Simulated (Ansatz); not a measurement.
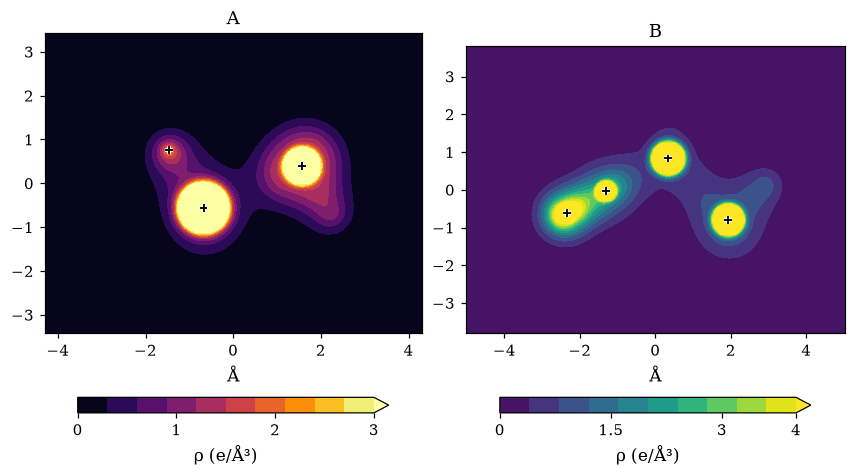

The electron density of 2 systems, each on a plane through atoms (crosses mark nuclei in the plane).

All numbers below come from Ansatz, RKS PBE-D4/def2-SVP.

System 1: CH₄NPSi (SMILES N#C[SiH2]P), the plane of atoms C2, Si3 and P4. 

```xyz
8

N     2.0104   -0.5900    2.1125
C     1.2850   -0.0989    1.3310
Si    0.1232    0.6340    0.0720
P    -1.3996   -0.9811   -0.4280
H     0.9681    1.1073   -1.0750
H    -0.5650    1.7969    0.7234
H    -0.4476   -1.7032   -1.2345
H    -1.8823   -0.2224   -1.5572
```

System 2: GeH₅S (SMILES [SH2+][GeH3]) (charge +1), the plane of atoms S1, Ge2 and H7. 

```csv
atom,x (Å),y (Å),z (Å)
S,-0.2366,-1.3924,-0.4096
Ge,0.4054,0.9364,-0.0757
H,-0.0263,-1.8401,0.8687
H,-1.5876,-1.2524,-0.2258
H,-0.1340,1.5034,-1.3977
H,-0.3453,1.3134,1.2115
H,1.9244,0.7316,0.0287
```

Which map belongs to which system?

Answer. Panel A is system 2, GeH₅S: the plane holds S, Ge and H. Ge–S (2.44 Å): ρ is about 0.48 e/Å³ halfway. Panel B is system 1, CH₄NPSi: the plane holds N, C, Si and P. C–N (1.17 Å): the density is about 3.4 e/Å³ at the midpoint.
